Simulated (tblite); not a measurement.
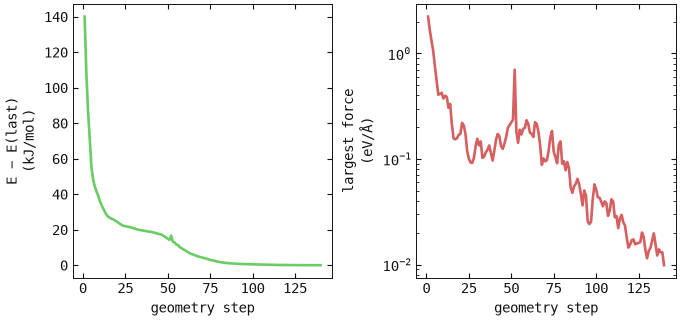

History of a geometry optimisation.

- system: C$_{3}$H$_{15}$PSSi$_{3}$ (SMILES CS[Si@@H](C)[C@H]([SiH3])[SiH2]P)
- method: tblite 0.8.0, GFN2-xTB geometry optimisation, gas phase

How did it end, and what did it gain?

Answer. The optimisation met its thresholds at geometry 140, counting the start as the first. The energy fell by about 140 kJ/mol from the first step to the last, with a rise at step 52. The largest force goes from about 2.2 eV/Å at the start to 0.01 eV/Å at the end.
